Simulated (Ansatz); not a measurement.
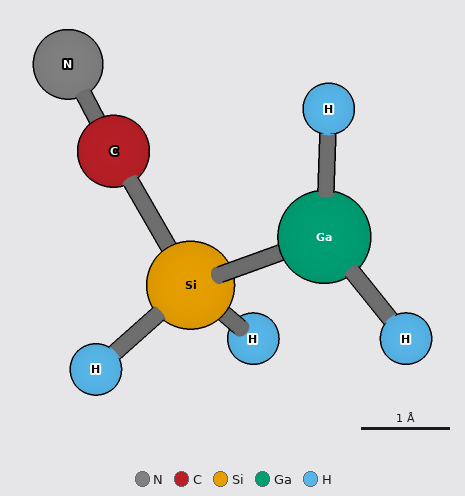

The structure as given in the input (ball-and-stick view, seen at a tilt). Sticks mark near contacts. Bond lengths as drawn: C–N 1.18 Å, C–Si 1.87 Å, Ga–H 1.58 to 1.59 Å, Ga–Si 2.45 Å and H–Si 1.51 Å.

Nudged elastic band of CH$_{4}$GaNSi

- system: CH$_{4}$GaNSi, SMILES N#C[SiH2][GaH2]
- method: RKS revPBE/def2-SVP (Ansatz 0.2.0)

One setting was made poor on purpose. It belongs to a series of runs on one base structure; here: band between the two ends.

### Input file
```yaml
crystal:
  periodic: [false, false, false]
  atoms:
    - { symbol: "N", position_ang: [2.017131, -0.844556, 2.137839] }
    - { symbol: C, position_ang: [1.406681, -0.201951, 1.362915] }
    - { symbol: Si, position_ang: [0.398573, 0.745444, 0.100378] }
    - { symbol: Ga, position_ang: [-1.293586, -0.679826, -0.949136] }
    - { symbol: H, position_ang: [1.382313, 1.302423, -0.895351] }
    - { symbol: H, position_ang: [-0.227506, 1.902477, 0.836352] }
    - { symbol: H, position_ang: [-2.133855, -0.066464, -2.147636] }
    - { symbol: H, position_ang: [-1.549741, -2.157547, -0.44536] }
basis:
  gaussian: { orbitals: def2-SVP }
hamiltonian:
  xc: revpbe
neb:
  order_check: false
  images: 3
  f_tol: 0.05
  max_iterations: 60
  initial_path: idpp
  climbing: true
  final_atoms:
    - { symbol: "N", position_ang: [1.4612953, -0.71934533, 2.43723735] }
    - { symbol: C, position_ang: [1.13154169, -0.11368586, 1.48245438] }
    - { symbol: Si, position_ang: [0.51865031, 0.77138062, -0.05482919] }
    - { symbol: Ga, position_ang: [-1.25638407, -0.6816716, -0.92562298] }
    - { symbol: H, position_ang: [1.70946552, 0.92512426, -0.96279397] }
    - { symbol: H, position_ang: [0.06800026, 2.13375609, 0.39780667] }
    - { symbol: H, position_ang: [-2.7707596, -0.37189145, -0.5756904] }
    - { symbol: H, position_ang: [-0.8617994, -1.94366672, -1.79856084] }
```

Machine: 2 threads of Intel Xeon (Sapphire Rapids), 16 GiB of memory available, shared host.

Command:
```bash
ansatz run input.yaml --threads 2 --pin off --max-ram 3072MiB --backend cpu --events-out ev --progress --plain --runs-dir out
```

### Output
```
Engine: ansatz 0.2.0, x86_64-unknown-linux-gnu
Functional definition: revPBE
  parameter kappa = 1.245
  parameter beta = 0.06672455060314922
  exchange = pbe_x(kappa = kappa, mu = beta*pi^2/3)
  correlation = pbe_c(beta = beta)
1113 factors; their error is unknown
mean field evaluation 1: about -62824.4494 eV, gradient 4.9e1 eV
mean field evaluation 2: about -62733.0187 eV, gradient 1.4e2 eV
mean field evaluation 4: about -62828.2864 eV, gradient 1.9e1 eV
mean field evaluation 8: about -62829.6345 eV, gradient 5.0e-1 eV
mean field evaluation 16: about -62829.5644 eV, gradient 2.7e-4 eV
mean field -62829.56443189 eV, -2308.9439054635 hartree, gradient 5.1e-5 eV, S^2 0.000000; 0 other end points of the search recorded, 0 dependent functions left out
the calculation of the forces begins
reference -62829.56448102 eV, -2308.9439072689 hartree; 31, 31 occupied and 67, 67 virtual orbitals, 1113 factors
1113 factors; their error is unknown
mean field evaluation 32: about -62829.5581 eV, gradient 1.4e-2 eV
mean field -62829.55812905 eV, -2308.9436738385 hartree, gradient 1.1e-5 eV, S^2 0.000000; 0 other end points of the search recorded, 0 dependent functions left out
the calculation of the forces begins
reference -62829.55817818 eV, -2308.9436756440 hartree; 31, 31 occupied and 67, 67 virtual orbitals, 1113 factors
NEB end point (image 0): max|allowed force component| = 8.262e-3 eV/Å (the criterion of neb.relax_end_points is 1.000e-2)
NEB end point (image 4): max|allowed force component| = 1.193e-2 eV/Å (the criterion of neb.relax_end_points is 1.000e-2)
1113 factors; their error is unknown
mean field -62829.49903621 eV, -2308.9415022168 hartree, gradient 4.2e-5 eV, S^2 0.000000; 0 other end points of the search recorded, 0 dependent functions left out
the calculation of the forces begins
reference -62829.49908505 eV, -2308.9415040117 hartree; 31, 31 occupied and 67, 67 virtual orbitals, 1113 factors
1113 factors; their error is unknown
mean field evaluation 64: about -62829.5258 eV, gradient 1.2e0 eV
mean field -62829.45811818 eV, -2308.9399985070 hartree, gradient 5.2e-5 eV, S^2 0.000000; 0 other end points of the search recorded, 0 dependent functions left out
the calculation of the forces begins
reference -62829.45816703 eV, -2308.9400003021 hartree; 31, 31 occupied and 67, 67 virtual orbitals, 1113 factors
1113 factors; their error is unknown
mean field -62829.49319839 eV, -2308.9412876809 hartree, gradient 4.9e-5 eV, S^2 0.000000; 0 other end points of the search recorded, 0 dependent functions left out
the calculation of the forces begins
reference -62829.49324709 eV, -2308.9412894705 hartree; 31, 31 occupied and 67, 67 virtual orbitals, 1113 factors
NEB iter   1: max|band force component| = 8.776e-1 eV/Å  barrier→ = 0.1063 eV  barrier← = 0.1000 eV  Δτ_max = 0.1663 Å  (140 SCF iters)
these checks for a lower state are left out or cut short: starts, cluster_reference, orbital_swaps, neighbouring_geometries, increment
1113 factors; their error is unknown
mean field evaluation 96: about -62829.5937 eV, gradient 6.0e0 eV
mean field -62829.55767080 eV, -2308.9436569982 hartree, gradient 2.6e-5 eV, S^2 0.000000; 0 other end points of the search recorded, 0 dependent functions left out
the calculation of the forces begins
reference -62829.55771969 eV, -2308.9436587947 hartree; 31, 31 occupied and 67, 67 virtual orbitals, 1113 factors
these checks for a lower state are left out or cut short: starts, cluster_reference, orbital_swaps, neighbouring_geometries, increment
1113 factors; their error is unknown
mean field -62829.55037569 eV, -2308.9433889077 hartree, gradient 8.9e-6 eV, S^2 0.000000; 0 other end points of the search recorded, 0 dependent functions left out
the calculation of the forces begins
reference -62829.55042452 eV, -2308.9433907023 hartree; 31, 31 occupied and 67, 67 virtual orbitals, 1113 factors
these checks for a lower state are left out or cut short: starts, cluster_reference, orbital_swaps, neighbouring_geometries, increment
1113 factors; their error is unknown
mean field -62829.55232013 eV, -2308.9434603645 hartree, gradient 9.8e-6 eV, S^2 0.000000; 0 other end points of the search recorded, 0 dependent functions left out
the calculation of the forces begins
reference -62829.55236916 eV, -2308.9434621664 hartree; 31, 31 occupied and 67, 67 virtual orbitals, 1113 factors
NEB iter   2: max|band force component| = 1.765e-1 eV/Å  barrier→ = 0.0141 eV  barrier← = 0.0078 eV  CI = image 2  Δτ_max = 0.0578 Å  (86 SCF iters)
these checks for a lower state are left out or cut short: starts, cluster_reference, orbital_swaps, neighbouring_geometries, increment
1113 factors; their error is unknown
mean field -62829.56298692 eV, -2308.9438523621 hartree, gradient 1.9e-5 eV, S^2 0.000000; 0 other end points of the search recorded, 0 dependent functions left out
the calculation of the forces begins
reference -62829.56303601 eV, -2308.9438541661 hartree; 31, 31 occupied and 67, 67 virtual orbitals, 1113 factors
these checks for a lower state are left out or cut short: starts, cluster_reference, orbital_swaps, neighbouring_geometries, increment
1113 factors; their error is unknown
mean field evaluation 128: about -62829.5588 eV, gradient 3.2e-4 eV
mean field -62829.55879458 eV, -2308.9436982963 hartree, gradient 1.9e-5 eV, S^2 0.000000; 0 other end points of the search recorded, 0 dependent functions left out
the calculation of the forces begins
reference -62829.55884353 eV, -2308.9437000953 hartree; 31, 31 occupied and 67, 67 virtual orbitals, 1113 factors
these checks for a lower state are left out or cut short: starts, cluster_reference, orbital_swaps, neighbouring_geometries, increment
1113 factors; their error is unknown
mean field -62829.55693757 eV, -2308.9436300523 hartree, gradient 2.0e-5 eV, S^2 0.000000; 0 other end points of the search recorded, 0 dependent functions left out
the calculation of the forces begins
reference -62829.55698677 eV, -2308.9436318604 hartree; 31, 31 occupied and 67, 67 virtual orbitals, 1113 factors
NEB iter   3: max|band force component| = 5.994e-2 eV/Å  barrier→ = 0.0075 eV  barrier← = 0.0012 eV  CI = image 3  Δτ_max = 0.0147 Å  (87 SCF iters)
these checks for a lower state are left out or cut short: starts, cluster_reference, orbital_swaps, neighbouring_geometries, increment
1113 factors; their error is unknown
mean field -62829.56343947 eV, -2308.9438689927 hartree, gradient 2.1e-5 eV, S^2 0.000000; 0 other end points of the search recorded, 0 dependent functions left out
the calculation of the forces begins
reference -62829.56348850 eV, -2308.9438707948 hartree; 31, 31 occupied and 67, 67 virtual orbitals, 1113 factors
these checks for a lower state are left out or cut short: starts, cluster_reference, orbital_swaps, neighbouring_geometries, increment
1113 factors; their error is unknown
mean field -62829.55951647 eV, -2308.9437248254 hartree, gradient 2.0e-5 eV, S^2 0.000000; 0 other end points of the search recorded, 0 dependent functions left out
the calculation of the forces begins
reference -62829.55956540 eV, -2308.9437266233 hartree; 31, 31 occupied and 67, 67 virtual orbitals, 1113 factors
these checks for a lower state are left out or cut short: starts, cluster_reference, orbital_swaps, neighbouring_geometries, increment
1113 factors; their error is unknown
mean field -62829.55738226 eV, -2308.9436463947 hartree, gradient 2.0e-5 eV, S^2 0.000000; 0 other end points of the search recorded, 0 dependent functions left out
the calculation of the forces begins
reference -62829.55743143 eV, -2308.9436482013 hartree; 31, 31 occupied and 67, 67 virtual orbitals, 1113 factors
1113 factors; their error is unknown
mean field evaluation 160: about -62829.5634 eV, gradient 2.1e-5 eV
mean field -62829.56343947 eV, -2308.9438689927 hartree, gradient 2.1e-5 eV, S^2 0.000000; 1 other end points of the search recorded, 0 dependent functions left out
the calculation of the forces begins
reference -62829.56348850 eV, -2308.9438707948 hartree; 31, 31 occupied and 67, 67 virtual orbitals, 1113 factors
1113 factors; their error is unknown
mean field evaluation 192: about -62829.6269 eV, gradient 2.4e-2 eV
mean field -62829.55951647 eV, -2308.9437248254 hartree, gradient 2.0e-5 eV, S^2 0.000000; 1 other end points of the search recorded, 0 dependent functions left out
the calculation of the forces begins
reference -62829.55956540 eV, -2308.9437266233 hartree; 31, 31 occupied and 67, 67 virtual orbitals, 1113 factors
1113 factors; their error is unknown
mean field -62829.55738226 eV, -2308.9436463947 hartree, gradient 2.0e-5 eV, S^2 0.000000; 1 other end points of the search recorded, 0 dependent functions left out
the calculation of the forces begins
reference -62829.55743143 eV, -2308.9436482013 hartree; 31, 31 occupied and 67, 67 virtual orbitals, 1113 factors
NEB iter   4: max|band force component| = 2.947e-2 eV/Å  barrier→ = 0.0070 eV  barrier← = 0.0007 eV  CI = image 3  Δτ_max = 0.0000 Å  (175 SCF iters)
```

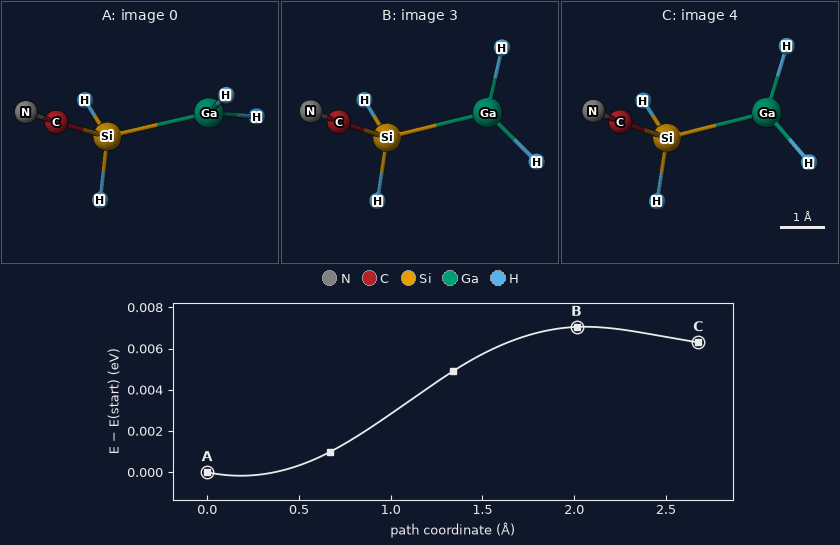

Images of the last band (counted from 0; ball-and-stick, seen at a tilt) above the energy along the path; the line is a cubic interpolation that uses the forces. The highest image is number 3, 0.007 eV above the start and 0.001 eV above the end (the climbing image); the end lies 0.006 eV above the start. The path is 2.68 Å long. The band converged in 4 iterations.

```
Total energy: -62829.55743143 eV, -2308.9436482013 hartree
Atom 0 at     1.183627    -0.500532     2.683861 Å, force    -0.004192     0.000650     0.000663 eV/Å
Atom 1 at     0.962420     0.004865     1.643435 Å, force     0.010788    -0.010986     0.010258 eV/Å
Atom 2 at     0.529539     0.733848    -0.028415 Å, force    -0.022461     0.006904    -0.016007 eV/Å
Atom 3 at    -1.159378    -0.740824    -1.028499 Å, force    -0.004948     0.011551     0.005533 eV/Å
Atom 4 at     1.813306     0.787876    -0.815313 Å, force    -0.000270    -0.004034    -0.001799 eV/Å
Atom 5 at     0.062607     2.140271     0.232442 Å, force     0.008362     0.000451     0.001684 eV/Å
Atom 6 at    -2.592136    -0.165603    -1.391267 Å, force     0.003904    -0.005382    -0.002586 eV/Å
Atom 7 at    -0.799975    -2.259902    -1.296245 Å, force     0.008817     0.000847     0.002253 eV/Å
Dipole moment:    -0.260859     0.179388    -0.694262 e Å
this run last wrote the band of iteration 4 to [file]
```

### The last band as extended XYZ (Å, eV, eV/Å)
```
8
Properties=species:S:1:pos:R:3:forces:R:3 image=0 energy=-62829.56443
N     2.0171   -0.8446    2.1378   -0.0032   0.0026   0.0053
C     1.4067   -0.2020    1.3629    0.0081  -0.0083  -0.0015
Si    0.3986    0.7454    0.1004   -0.0076   0.0042  -0.0029
Ga   -1.2936   -0.6798   -0.9491    0.0013   0.0001  -0.0011
H     1.3823    1.3024   -0.8954    0.0015   0.0012  -0.0017
H    -0.2275    1.9025    0.8364    0.0007   0.0007   0.0008
H    -2.1339   -0.0665   -2.1476   -0.0011   0.0000   0.0015
H    -1.5497   -2.1575   -0.4454    0.0003  -0.0005  -0.0004
8
Properties=species:S:1:pos:R:3:forces:R:3 image=1 energy=-62829.56344
N     1.7742   -0.7350    2.3716   -0.0011   0.0052   0.0036
C     1.2766   -0.1379    1.4872    0.0128  -0.0171   0.0042
Si    0.4302    0.7378    0.0650   -0.0244   0.0110  -0.0091
Ga   -1.2537   -0.7012   -0.9819   -0.0060   0.0007   0.0003
H     1.5165    1.1168   -0.9093    0.0010  -0.0003  -0.0017
H    -0.1540    2.0050    0.6321    0.0061  -0.0007   0.0021
H    -2.3205   -0.0232   -1.9421    0.0086  -0.0018  -0.0012
H    -1.2693   -2.2623   -0.7226    0.0031   0.0029   0.0018
8
Properties=species:S:1:pos:R:3:forces:R:3 image=2 energy=-62829.55952
N     1.4924   -0.6233    2.5550   -0.0023   0.0050   0.0033
C     1.1253   -0.0702    1.5825    0.0135  -0.0218   0.0083
Si    0.4725    0.7362    0.0232   -0.0299   0.0135  -0.0150
Ga   -1.2087   -0.7202   -1.0110   -0.0072   0.0078   0.0031
H     1.6625    0.9447   -0.8788    0.0006  -0.0013  -0.0034
H    -0.0559    2.0849    0.4321    0.0098   0.0001   0.0037
H    -2.4824   -0.0616   -1.6910    0.0098  -0.0069  -0.0039
H    -1.0057   -2.2904   -1.0121    0.0056   0.0037   0.0039
8
Properties=species:S:1:pos:R:3:forces:R:3 image=3 energy=-62829.55738
N     1.1836   -0.5005    2.6839   -0.0042   0.0006   0.0007
C     0.9624    0.0049    1.6434    0.0108  -0.0110   0.0103
Si    0.5295    0.7338   -0.0284   -0.0225   0.0069  -0.0160
Ga   -1.1594   -0.7408   -1.0285   -0.0049   0.0116   0.0055
H     1.8133    0.7879   -0.8153   -0.0003  -0.0040  -0.0018
H     0.0626    2.1403    0.2324    0.0084   0.0005   0.0017
H    -2.5921   -0.1656   -1.3913    0.0039  -0.0054  -0.0026
H    -0.8000   -2.2599   -1.2962    0.0088   0.0008   0.0023
8
Properties=species:S:1:pos:R:3:forces:R:3 image=4 energy=-62829.55813
N     1.0117   -0.4290    2.7176   -0.0038  -0.0090   0.0011
C     0.8729    0.0512    1.6512    0.0099   0.0097  -0.0021
Si    0.5636    0.7381   -0.0678   -0.0119  -0.0025   0.0013
Ga   -1.1296   -0.7580   -1.0244    0.0001   0.0003   0.0065
H     1.8905    0.7245   -0.7785    0.0010  -0.0032   0.0019
H     0.1245    2.1645    0.1238    0.0008   0.0034  -0.0048
H    -2.6604   -0.3508   -0.9727    0.0014   0.0009  -0.0011
H    -0.6732   -2.1406   -1.6492    0.0026   0.0004  -0.0028
```

### Key numbers

| quantity | value |
| --- | --- |
| outcome | converged |
| barrier, forward | 0.007 eV |
| barrier, backward | 0.001 eV |
| wall time | 16 s (CPU time 31 s) |
| peak memory | 0.15 GiB |

### Remarks

A deliberately poor setting: few images. The order of the saddle point was not checked.
